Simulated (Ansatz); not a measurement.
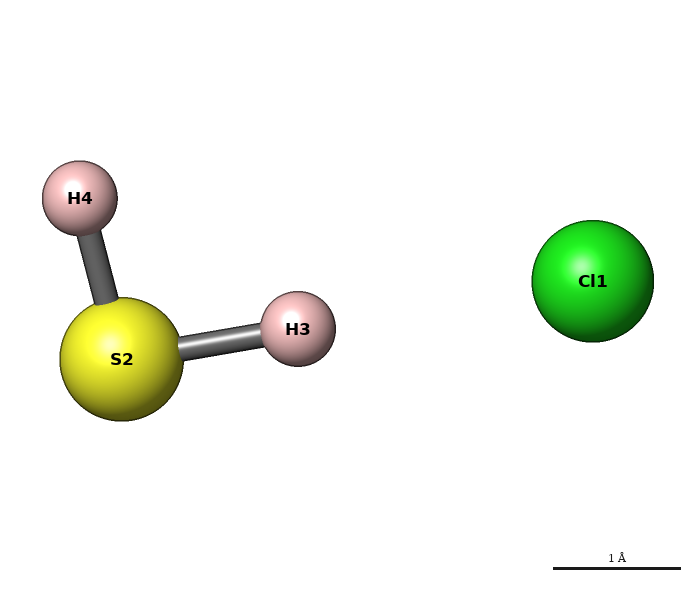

Source: calculation with Ansatz.

State: charge −1, singlet. Geometry: a pair of rigid molecules at a changed separation.

Which hydrogen bonds does the structure hold? Count O, N, F, S and Cl donors.

```json
{"D–H···A": "S2–H3···Cl1", "D–H (Å)": "1.44", "H···A (Å)": "2.40", "angle (°)": "179", "kind": "intermolecular"}
```
